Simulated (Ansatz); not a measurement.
```
CELL_PARAMETERS angstrom
3.16082 0.00000 0.00000
0.00000 3.16082 0.00000
0.00000 0.00000 8.44315
ATOMIC_POSITIONS crystal
Cd 0.00000 0.00000 0.00000
Ga 0.00000 0.50000 0.63519
Ga 0.50000 0.00000 0.36481
O 0.50000 0.50000 0.00000
O 0.00000 0.50000 0.39078
O 0.50000 0.00000 0.60922
```

Space group P-4m2; a structure generated by program, which may or may not match a known phase.

Method: DFT PBE, scalar-relativistic, plane waves, PAW (Ansatz 0.2.0).

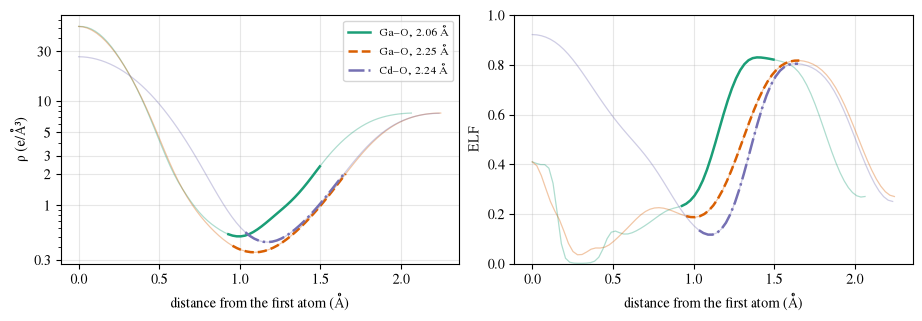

CdGa$_{2}$O$_{3}$. Valence pseudo-density and ELF along straight lines between neighbouring atoms. Thin, pale parts lie inside the atomic spheres.

The density is the valence pseudo-density of a PAW calculation; it isn't the true density close to the nuclei.

### What can be read from the curves?

Ga–O (2.06 Å): ρ at the midpoint is about 0.51 e/Å³; the ELF peaks at about 0.85 in the valence shell of O, 0.7 Å from its nucleus, and is about 0.30 at the midpoint; no localised pair shows between them.
Ga–O (2.25 Å): the density is about 0.36 e/Å³ at the midpoint; the ELF peaks at about 0.80 in the valence shell of O, 0.6 Å from its nucleus, and drops to about 0.20 between the two atoms (no localised pair shows between them).
Cd–O (2.24 Å): ρ at the midpoint is about 0.46 e/Å³; the ELF peaks at about 0.80 in the valence shell of O, 0.6 Å from its nucleus, and drops to about 0.10 between the two atoms (no shared electron pair shows on this line).
